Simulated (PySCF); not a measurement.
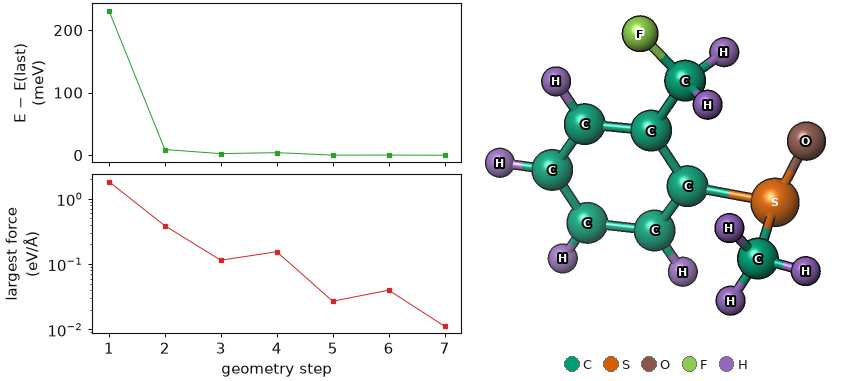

Beside the plot: the molecule at the start.

History of a geometry optimisation.

C8H9FOS (SMILES C[S@](=O)c1ccccc1CF); PySCF 2.14.0, density fitting, PBE0-D3(BJ)/def2-SVP, geometry optimisation.

How did the optimisation end?

Answer. The optimisation met its thresholds at geometry 7, counting the start as the first. The energy fell by about 230 meV from the first step to the last. The largest force goes from about 1.8 eV/Å at the start to 0.011 eV/Å at the end.

By which step was nine tenths of the energy gained?

Answer. By step 2 of 7.
